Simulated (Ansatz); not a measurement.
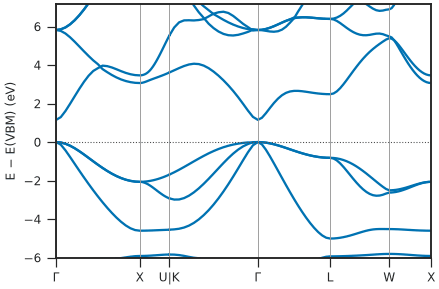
Band structure from DFT-PBE in the program Ansatz with PAW potentials

### Question
Read off the gap and where the band edges lie.

### Answer
About 1.2 eV (1.15 eV by a search for the band edges); maximum at Γ, minimum at Γ.

### Question
Which of these materials gives this?
A. CaS, rock salt
B. K2S, anti-fluorite
C. ZnSe, zinc blende

### Answer
C, ZnSe, zinc blende

Space group F-43m (zinc blende). The PBE relaxation kept the symmetry of its start. Spin–orbit coupling is left out wherever it is not named.

Potentials: the later of the program's two PAW sets.
